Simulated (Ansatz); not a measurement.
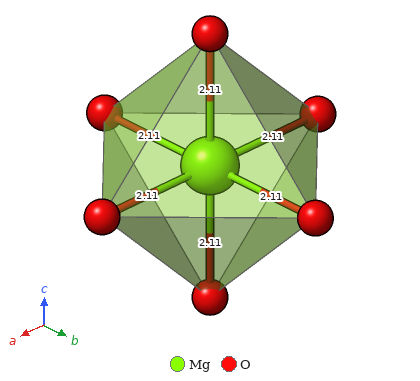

The MgO6 unit about Mg in MgO. The structure is the input geometry of an electronic-structure calculation and need not be at equilibrium.

MgO, space group Fm-3m (No. 225), a = 4.213 Å, b = 4.213 Å, c = 4.213 Å, α = 90.00°, β = 90.00°, γ = 90.00°

| site | Wyckoff | x | y | z |
| --- | --- | --- | --- | --- |
| Mg | 4a | 0.0000 | 0.0000 | 0.0000 |
| O | 4b | 0.5000 | 0.0000 | 0.0000 |

> Give the distortion indices.

It is closest to the octahedron.

| measure | value |
| --- | --- |
| mean bond length | 2.107 Å |
| bond-length distortion index (Baur) | 0.000 |
| effective coordination number (Hoppe) | 6.00 |
| shape measure against the octahedron | 0.00 |
| shape measure against the trigonal prism | 16.74 |
| centre off the ligands' centroid by | 0.00 Å |
| polyhedral volume | 12.46 Å³ |
| quadratic elongation | 1.000 |
| bond-angle variance | 0.0 deg² |
